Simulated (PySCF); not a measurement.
# CH₉BNP: NMR shifts at several levels of theory

How much do the NMR shifts of CH₉BNP (`C[B@@H-]([NH3+])P`) depend on the level of theory, and what does each level cost?

Programs: PySCF 2.14.0, with density-fitted response routines of our own. Each step states its level of theory. These are calculated values for one molecule in the gas phase, unless marked as measured. Atoms are numbered from 0 throughout.

## (1) The starting structure

13 atoms, charge 0, multiplicity 1; geometry from: GFN2-xTB. The atoms were then displaced at random by about 0.01 Å, so the start is not that level's minimum.

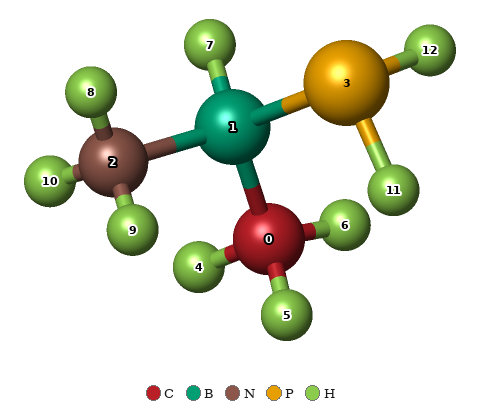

As it starts; carbon red, boron teal, nitrogen brown, phosphorus amber, hydrogen green, atoms numbered.

## (2) Relaxing the molecule at PBE0-D3(BJ)/def2-SVP

What the job is given:

```
{"job": {"xc": "PBE0", "basis": "def2-SVP", "d3": "d3bj", "grid": 1, "shake": 0.01, "kind": "geom"}, "charge": 0, "multiplicity": 1}
C      0.051000     1.296170    -0.408860
B     -0.041770     0.016560     0.541370
N     -1.283760    -0.915910    -0.057490
P      1.573020    -1.179660     0.447560
H     -0.910740     1.872280    -0.422090
H      0.253020     1.075480    -1.452820
H      0.810410     2.013830    -0.084980
H     -0.299920     0.249980     1.673450
H     -1.327470    -1.761730     0.518310
H     -1.055860    -1.149130    -1.005470
H     -2.147250    -0.402630     0.005500
H      1.980920    -0.822390    -0.808960
H      2.404220    -0.309750     1.044160
```

On the command line:

```sh
$ OMP_NUM_THREADS=1 python probes_run.py task.json out
```

The driver reads the jobs from task.json and runs them one after another.

The log of the run:

```text
step   0  E = -464.01801961  max force = 0.037312
step   1  E = -464.02592621  max force = 0.010303
step   2  E = -464.02648565  max force = 0.002835
step   3  E = -464.02655164  max force = 0.000557
step   4  E = -464.02656832  max force = 0.000655
step   5  E = -464.02658854  max force = 0.000495
step   6  E = -464.02659818  max force = 0.000439
optimisation converged
```

It took 25 s on 1 thread of Arm Neoverse V1, shared host; peak memory 0.44 GiB.

Relaxation path:

```
step  energy from step 0 (eV)  largest force component (eV/Å)
   0                   0.0000                          1.9187
   1                  -0.2151                          0.5298
   2                  -0.2304                          0.1458
   3                  -0.2322                          0.0286
   4                  -0.2326                          0.0337
   5                  -0.2332                          0.0255
   6                  -0.2334                          0.0226
```

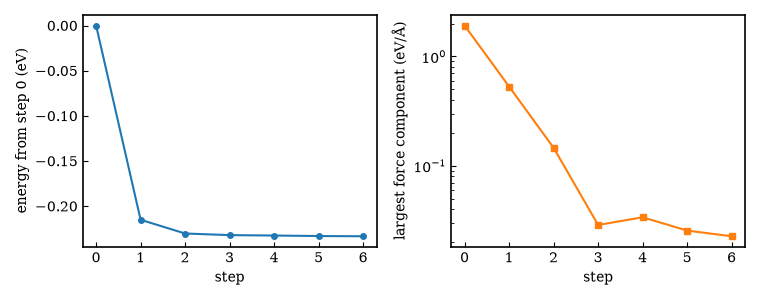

Energy and largest force along the relaxation.

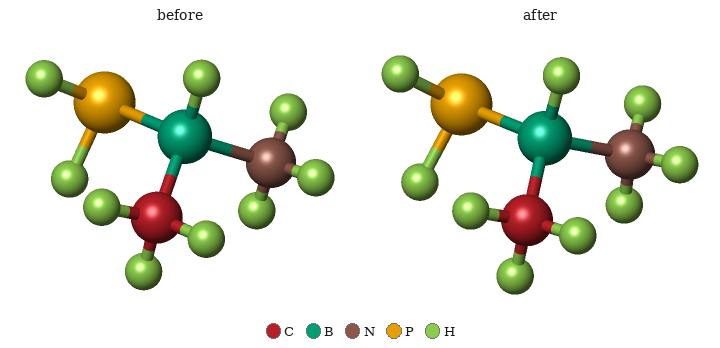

Before and after, at one scale.

Distances of close pairs at the start and the end, largest changes first:

```
  bond  before (Å)  after (Å)  change (Å)
P3–H12       1.343      1.425      +0.082
P3–H11       1.369      1.433      +0.065
 B1–H7       1.184      1.228      +0.043
 B1–P3       2.012      1.990      -0.021
 B1–N2       1.665      1.643      -0.021
 N2–H9       1.002      1.022      +0.020
 C0–H5       1.086      1.106      +0.020
N2–H10       1.006      1.022      +0.015
```

The end geometry stands in the next job.

```
                         at the end point                value
  point group (found at 0.08 Å tolerance)                   C1
rotational constants (GHz, main isotopes)  6.825, 3.666, 2.655
                        dipole moment (D)                 5.35
```

## (3) Shielding tensors: HF/pcSseg-2

What the job is given:

```
{"job": {"kind": "nmr", "xc": "HF", "basis": "pcSseg-2", "pop": false}, "charge": 0, "multiplicity": 1}
C      0.180177     1.647034    -0.400165
B      0.262635     0.340712     0.530801
N     -0.930841    -0.686723     0.061294
P      1.910383    -0.773135     0.454864
H     -0.785635     2.181992    -0.325171
H      0.357326     1.431309    -1.470186
H      0.956393     2.368469    -0.099410
H      0.019611     0.537469     1.718081
H     -0.895379    -1.544013     0.616672
H     -0.839236    -0.951707    -0.921915
H     -1.850986    -0.259517     0.183186
H      2.419740    -0.389593    -0.828606
H      2.756687     0.119512     1.173875
```

Level: GIAO HF/pcSseg-2 NMR shielding, non-relativistic, gas phase.

The log of the run:

```text
final grid: 93688 points
cycle   1  E = -462.9832529013  dE =  2.607e-01  |g| = 4.005e-01  |ddm| = 2.165e+00
cycle   2  E = -463.0398579309  dE = -5.661e-02  |g| = 1.442e-01  |ddm| = 4.947e-01
cycle   3  E = -463.0457857114  dE = -5.928e-03  |g| = 5.710e-02  |ddm| = 1.337e-01
cycle   4  E = -463.0468914051  dE = -1.106e-03  |g| = 1.040e-02  |ddm| = 6.781e-02
cycle   5  E = -463.0469657946  dE = -7.439e-05  |g| = 3.358e-03  |ddm| = 2.315e-02
cycle   6  E = -463.0469741737  dE = -8.379e-06  |g| = 1.150e-03  |ddm| = 9.144e-03
cycle   7  E = -463.0469750438  dE = -8.701e-07  |g| = 3.070e-04  |ddm| = 2.919e-03
cycle   8  E = -463.0469751270  dE = -8.322e-08  |g| = 9.142e-05  |ddm| = 1.004e-03
cycle   9  E = -463.0469751328  dE = -5.812e-09  |g| = 2.752e-05  |ddm| = 2.598e-04
cycle  10  E = -463.0469751335  dE = -6.792e-10  |g| = 8.070e-06  |ddm| = 9.282e-05
converged SCF energy = -463.0469751335

GIAO shielding tensors (ppm)
atom      isotropic    diamagn.    paramagn.     s11        s22        s33       span
  0 C      181.259     239.879     -58.620    174.807    178.299    190.672     15.865
  1 B      123.086     184.007     -60.921    110.376    125.764    133.118     22.741
  2 N      218.234     311.716     -93.482    204.029    224.746    225.928     21.898
  3 P      530.681     965.158    -434.477    439.952    572.391    579.700    139.748
  4 H       31.632      30.673       0.959     27.484     28.741     38.671     11.188
  5 H       31.925      31.650       0.275     28.513     30.262     36.999      8.486
  6 H       31.120      29.480       1.641     26.868     29.162     37.331     10.462
  7 H       29.282      30.574      -1.292     27.116     28.919     31.811      4.695
  8 H       28.394      29.585      -1.191     21.812     25.214     38.156     16.344
  9 H       29.218      31.696      -2.478     24.048     26.052     37.554     13.506
 10 H       28.745      30.185      -1.440     22.303     24.682     39.249     16.946
 11 H       30.352      31.376      -1.024     26.351     28.513     36.192      9.841
 12 H       29.870      30.618      -0.748     25.889     27.156     36.565     10.675
```

Run time: 18 s. Hardware: 1 thread of Arm Neoverse V1, shared host; peak memory 1 GiB.

The references, computed at this level on geometries of the same kind, shield at (ppm): 1H TMS 31.68, 13C TMS 191.5, 15N NH3 260.7, 31P H3PO4 344.0, 11B BF3·OEt2 114.5. Their shielding less the atom's gives the shift. The references are single molecules in the gas phase, so shifts against H2O, NH3, PH3, H3PO4 or CFCl3 are not on the usual liquid scales and can be off by tens of ppm. Atoms listed in one row are averaged.

```
      atoms                                     environment  σ (ppm)  δ (ppm)
         C0                       methyl carbon bonded to B    181.3     10.2
H8, H9, H10  hydrogen on a donor nitrogen of a Lewis adduct    28.79     2.90
         H7           hydrogen on a boron bonded to C, N, P    29.28     2.40
   H11, H12            hydrogen on a phosphorus bonded to B    30.11     1.57
 H4, H5, H6         hydrogen on a methyl carbon bonded to B    31.56     0.12
         B1                      boron bonded to C, N, P, H    123.1     -8.6
         N2                donor nitrogen of a Lewis adduct    218.2     42.5
         P3                     phosphorus bonded to B, 2 H    530.7   -186.7
```

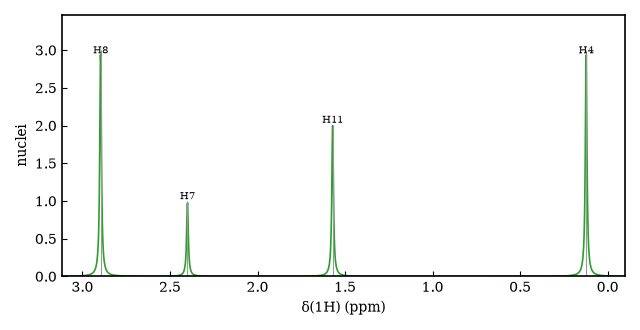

1H lines at the computed shifts, without couplings. Lines are broadened to a width of 0.01 ppm (Lorentzian).

## (4) Nuclear shieldings: LDA/pcSseg-2

Settings changed since step 3:

```diff
@@ -1,2 +1,2 @@
-{"job": {"kind": "nmr", "xc": "HF", "basis": "pcSseg-2", "pop": false}, "charge": 0, "multiplicity": 1}
+{"job": {"kind": "nmr", "xc": "LDA", "basis": "pcSseg-2", "pop": false}, "charge": 0, "multiplicity": 1}
 C      0.180177     1.647034    -0.400165
```

Level: GIAO LDA/pcSseg-2 NMR shielding, non-relativistic, gas phase.

The log of the run:

```text
coarse grid: 10440 points
cycle   1  E = -462.0196079395  dE =  1.296e-02  |g| = 6.644e-01  |ddm| = 2.298e+00
cycle   2  E = -461.7581077425  dE =  2.615e-01  |g| = 1.141e+00  |ddm| = 1.895e+00
cycle   3  E = -462.1450698490  dE = -3.870e-01  |g| = 1.050e-01  |ddm| = 1.456e+00
cycle   4  E = -462.1478411591  dE = -2.771e-03  |g| = 6.106e-02  |ddm| = 2.199e-01
cycle   5  E = -462.1489188873  dE = -1.078e-03  |g| = 1.186e-02  |ddm| = 7.690e-02
cycle   6  E = -462.1489397856  dE = -2.090e-05  |g| = 6.139e-03  |ddm| = 1.119e-02
cycle   7  E = -462.1489475454  dE = -7.760e-06  |g| = 1.127e-03  |ddm| = 3.987e-03
final grid: 93688 points
cycle   8  E = -462.1473810021  dE = -1.161e-04  |g| = 5.744e-03  |ddm| = 5.191e-02
cycle   9  E = -462.1473668248  dE =  1.418e-05  |g| = 9.988e-03  |ddm| = 7.935e-03
cycle  10  E = -462.1473875318  dE = -2.071e-05  |g| = 6.498e-04  |ddm| = 5.478e-03
cycle  11  E = -462.1473876015  dE = -6.971e-08  |g| = 3.221e-04  |ddm| = 8.807e-04
cycle  12  E = -462.1473876313  dE = -2.984e-08  |g| = 3.484e-05  |ddm| = 3.237e-04
cycle  13  E = -462.1473876316  dE = -2.674e-10  |g| = 1.588e-05  |ddm| = 6.126e-05
converged SCF energy = -462.1473876316

GIAO shielding tensors (ppm)
atom      isotropic    diamagn.    paramagn.     s11        s22        s33       span
  0 C      170.176     243.894     -73.717    160.578    166.025    183.927     23.349
  1 B      107.618     186.518     -78.900     92.220    111.034    119.600     27.380
  2 N      202.294     312.307    -110.013    183.425    207.739    215.718     32.293
  3 P      496.793     967.589    -470.796    399.586    521.999    568.794    169.208
  4 H       30.586      30.205       0.381     26.391     27.704     37.663     11.272
  5 H       31.101      30.761       0.341     27.971     29.703     35.630      7.660
  6 H       30.135      29.549       0.586     26.117     28.466     35.822      9.705
  7 H       27.805      29.538      -1.732     25.846     27.856     29.714      3.868
  8 H       27.588      29.622      -2.034     21.527     24.646     36.590     15.063
  9 H       28.623      30.895      -2.271     23.992     25.849     36.030     12.038
 10 H       27.943      29.866      -1.924     21.753     24.102     37.972     16.219
 11 H       29.341      29.586      -0.245     25.635     27.399     34.990      9.355
 12 H       28.676      29.232      -0.556     24.775     26.149     35.104     10.329
```

Run time: 36 s. Hardware: 1 thread of Arm Neoverse V1, shared host; peak memory 0.85 GiB.

Key values: δ C0 10.1, B1 -16.6, N2 64.4, P3 -237.7, H7 2.97, H8 2.72 ppm (means over like atoms).

## (5) Nuclear shieldings: PBE/pcSseg-2

Settings changed since step 4:

```diff
@@ -1,2 +1,2 @@
-{"job": {"kind": "nmr", "xc": "LDA", "basis": "pcSseg-2", "pop": false}, "charge": 0, "multiplicity": 1}
+{"job": {"kind": "nmr", "xc": "PBE", "basis": "pcSseg-2", "pop": false}, "charge": 0, "multiplicity": 1}
 C      0.180177     1.647034    -0.400165
```

Level: GIAO PBE/pcSseg-2 NMR shielding, non-relativistic, gas phase.

The log of the run:

```text
coarse grid: 10440 points
cycle   1  E = -464.1022432810  dE =  1.020e-02  |g| = 6.234e-01  |ddm| = 2.215e+00
cycle   2  E = -463.8850688664  dE =  2.172e-01  |g| = 1.047e+00  |ddm| = 1.847e+00
cycle   3  E = -464.2156690819  dE = -3.306e-01  |g| = 9.658e-02  |ddm| = 1.406e+00
cycle   4  E = -464.2181345359  dE = -2.465e-03  |g| = 5.269e-02  |ddm| = 1.981e-01
cycle   5  E = -464.2189352802  dE = -8.007e-04  |g| = 1.157e-02  |ddm| = 6.787e-02
cycle   6  E = -464.2189579300  dE = -2.265e-05  |g| = 5.545e-03  |ddm| = 1.091e-02
cycle   7  E = -464.2189642800  dE = -6.350e-06  |g| = 9.863e-04  |ddm| = 3.680e-03
final grid: 93688 points
cycle   8  E = -464.2277310778  dE = -1.295e-04  |g| = 1.297e-02  |ddm| = 5.806e-02
cycle   9  E = -464.2276443395  dE =  8.674e-05  |g| = 2.306e-02  |ddm| = 2.259e-02
cycle  10  E = -464.2277694907  dE = -1.252e-04  |g| = 1.046e-03  |ddm| = 1.577e-02
cycle  11  E = -464.2277697597  dE = -2.690e-07  |g| = 4.439e-04  |ddm| = 1.727e-03
cycle  12  E = -464.2277698141  dE = -5.444e-08  |g| = 9.255e-05  |ddm| = 5.041e-04
cycle  13  E = -464.2277698164  dE = -2.281e-09  |g| = 1.943e-05  |ddm| = 1.099e-04
cycle  14  E = -464.2277698165  dE = -6.662e-11  |g| = 1.015e-05  |ddm| = 2.953e-05
converged SCF energy = -464.2277698165

GIAO shielding tensors (ppm)
atom      isotropic    diamagn.    paramagn.     s11        s22        s33       span
  0 C      168.557     242.817     -74.261    159.374    164.689    181.606     22.232
  1 B      107.960     187.510     -79.551     93.128    111.230    119.520     26.392
  2 N      199.923     311.098    -111.175    182.616    204.644    212.509     29.893
  3 P      502.104     967.430    -465.327    408.923    531.683    565.705    156.782
  4 H       30.966      30.398       0.568     26.974     28.187     37.737     10.763
  5 H       31.456      31.064       0.393     28.432     30.129     35.808      7.376
  6 H       30.529      29.540       0.989     26.654     28.942     35.990      9.336
  7 H       28.310      30.193      -1.883     26.359     28.383     30.188      3.829
  8 H       27.970      29.731      -1.761     22.066     25.151     36.693     14.627
  9 H       29.001      31.118      -2.118     24.515     26.287     36.200     11.685
 10 H       28.321      30.046      -1.724     22.350     24.574     38.041     15.691
 11 H       29.839      30.413      -0.575     26.188     27.999     35.329      9.141
 12 H       29.222      29.862      -0.640     25.434     26.796     35.436     10.002
```

Run time: 46 s. Hardware: 1 thread of Arm Neoverse V1, shared host; peak memory 0.82 GiB.

In short: δ C0 10.8, B1 -15.3, N2 61.1, P3 -220.3, H7 2.87, H8 2.75 ppm (means over like atoms).

## (6) NMR shieldings: BLYP/pcSseg-2

Settings changed since step 5:

```diff
@@ -1,2 +1,2 @@
-{"job": {"kind": "nmr", "xc": "PBE", "basis": "pcSseg-2", "pop": false}, "charge": 0, "multiplicity": 1}
+{"job": {"kind": "nmr", "xc": "BLYP", "basis": "pcSseg-2", "pop": false}, "charge": 0, "multiplicity": 1}
 C      0.180177     1.647034    -0.400165
```

Method: GIAO BLYP/pcSseg-2 NMR shielding, non-relativistic, gas phase.

The log of the run:

```text
coarse grid: 10440 points
cycle   1  E = -464.3553197556  dE =  9.944e-03  |g| = 6.449e-01  |ddm| = 2.197e+00
cycle   2  E = -464.1071291313  dE =  2.482e-01  |g| = 1.109e+00  |ddm| = 1.994e+00
cycle   3  E = -464.4747079602  dE = -3.676e-01  |g| = 9.999e-02  |ddm| = 1.553e+00
cycle   4  E = -464.4771808530  dE = -2.473e-03  |g| = 5.907e-02  |ddm| = 2.119e-01
cycle   5  E = -464.4781985755  dE = -1.018e-03  |g| = 1.227e-02  |ddm| = 7.506e-02
cycle   6  E = -464.4782249915  dE = -2.642e-05  |g| = 5.711e-03  |ddm| = 1.176e-02
cycle   7  E = -464.4782316665  dE = -6.675e-06  |g| = 1.066e-03  |ddm| = 3.796e-03
final grid: 93688 points
cycle   8  E = -464.4892546417  dE = -1.206e-04  |g| = 9.922e-03  |ddm| = 5.548e-02
cycle   9  E = -464.4892125687  dE =  4.207e-05  |g| = 1.715e-02  |ddm| = 1.401e-02
cycle  10  E = -464.4892746743  dE = -6.211e-05  |g| = 1.071e-03  |ddm| = 9.623e-03
cycle  11  E = -464.4892749124  dE = -2.381e-07  |g| = 4.740e-04  |ddm| = 1.492e-03
cycle  12  E = -464.4892749759  dE = -6.348e-08  |g| = 7.175e-05  |ddm| = 4.828e-04
cycle  13  E = -464.4892749770  dE = -1.159e-09  |g| = 3.097e-05  |ddm| = 1.204e-04
cycle  14  E = -464.4892749774  dE = -3.156e-10  |g| = 4.199e-06  |ddm| = 4.832e-05
converged SCF energy = -464.4892749774

GIAO shielding tensors (ppm)
atom      isotropic    diamagn.    paramagn.     s11        s22        s33       span
  0 C      163.610     240.068     -76.458    153.894    159.802    177.132     23.238
  1 B      103.808     184.857     -81.048     89.516    107.573    114.336     24.819
  2 N      194.917     308.925    -114.008    177.507    199.545    207.700     30.193
  3 P      475.093     967.031    -491.938    379.749    502.898    542.633    162.885
  4 H       31.137      30.589       0.548     27.345     28.488     37.577     10.232
  5 H       31.638      31.037       0.601     28.792     30.423     35.700      6.908
  6 H       30.695      29.869       0.826     27.011     29.226     35.848      8.837
  7 H       28.608      30.259      -1.652     26.707     28.785     30.332      3.625
  8 H       28.126      29.869      -1.743     22.441     25.381     36.556     14.115
  9 H       29.183      31.105      -1.922     24.915     26.531     36.103     11.188
 10 H       28.461      30.166      -1.705     22.705     24.820     37.858     15.154
 11 H       30.085      30.534      -0.448     26.595     28.383     35.277      8.682
 12 H       29.466      30.052      -0.586     25.834     27.212     35.352      9.518
```

It took 46 s on 1 thread of Arm Neoverse V1, shared host; peak memory 0.81 GiB.

This run: δ C0 11.4, B1 -12.7, N2 62.6, P3 -203.8, H8 2.79, H7 2.77 ppm (means over like atoms).

## (7) Shielding tensors: BP86/pcSseg-2

Settings changed since step 6:

```diff
@@ -1,2 +1,2 @@
-{"job": {"kind": "nmr", "xc": "BLYP", "basis": "pcSseg-2", "pop": false}, "charge": 0, "multiplicity": 1}
+{"job": {"kind": "nmr", "xc": "BP86", "basis": "pcSseg-2", "pop": false}, "charge": 0, "multiplicity": 1}
 C      0.180177     1.647034    -0.400165
```

Level: GIAO BP86/pcSseg-2 NMR shielding, non-relativistic, gas phase.

The log of the run:

```text
coarse grid: 10440 points
cycle   1  E = -464.4803428866  dE =  1.012e-02  |g| = 6.153e-01  |ddm| = 2.208e+00
cycle   2  E = -464.2906424270  dE =  1.897e-01  |g| = 1.005e+00  |ddm| = 1.663e+00
cycle   3  E = -464.5903548948  dE = -2.997e-01  |g| = 9.646e-02  |ddm| = 1.219e+00
cycle   4  E = -464.5929241972  dE = -2.569e-03  |g| = 4.945e-02  |ddm| = 1.909e-01
cycle   5  E = -464.5936123291  dE = -6.881e-04  |g| = 1.086e-02  |ddm| = 6.188e-02
cycle   6  E = -464.5936327965  dE = -2.047e-05  |g| = 5.193e-03  |ddm| = 1.002e-02
cycle   7  E = -464.5936383328  dE = -5.536e-06  |g| = 9.811e-04  |ddm| = 3.485e-03
final grid: 93688 points
cycle   8  E = -464.6024276372  dE = -1.331e-04  |g| = 7.662e-03  |ddm| = 5.674e-02
cycle   9  E = -464.6023991707  dE =  2.847e-05  |g| = 1.344e-02  |ddm| = 1.261e-02
cycle  10  E = -464.6024405191  dE = -4.135e-05  |g| = 6.392e-04  |ddm| = 8.693e-03
cycle  11  E = -464.6024406355  dE = -1.165e-07  |g| = 3.764e-04  |ddm| = 1.115e-03
cycle  12  E = -464.6024406313  dE =  4.202e-09  |g| = 6.865e-05  |ddm| = 4.227e-04
cycle  13  E = -464.6024406326  dE = -1.267e-09  |g| = 1.552e-05  |ddm| = 8.793e-05
cycle  14  E = -464.6024406327  dE = -5.434e-11  |g| = 5.602e-06  |ddm| = 2.411e-05
converged SCF energy = -464.6024406327

GIAO shielding tensors (ppm)
atom      isotropic    diamagn.    paramagn.     s11        s22        s33       span
  0 C      168.511     242.874     -74.363    159.567    164.790    181.177     21.610
  1 B      108.183     186.576     -78.393     93.221    111.605    119.725     26.504
  2 N      200.323     311.579    -111.256    183.406    205.328    212.236     28.831
  3 P      497.649     967.512    -469.863    404.519    528.831    559.598    155.078
  4 H       31.034      30.556       0.478     27.076     28.282     37.744     10.668
  5 H       31.500      31.209       0.291     28.484     30.187     35.828      7.344
  6 H       30.594      29.693       0.902     26.742     29.013     36.029      9.287
  7 H       28.388      30.245      -1.858     26.457     28.470     30.235      3.777
  8 H       28.045      29.830      -1.785     22.152     25.239     36.743     14.591
  9 H       29.038      31.219      -2.181     24.551     26.335     36.227     11.675
 10 H       28.393      30.125      -1.732     22.448     24.668     38.063     15.614
 11 H       29.888      30.437      -0.549     26.239     28.080     35.346      9.107
 12 H       29.286      29.900      -0.613     25.517     26.883     35.460      9.943
```

Run time: 46 s. Hardware: 1 thread of Arm Neoverse V1, shared host; peak memory 0.81 GiB.

In short: δ C0 10.7, B1 -14.8, N2 58.9, P3 -217.4, H7 2.85, H8 2.74 ppm (means over like atoms).

[end of part 1 of 2]
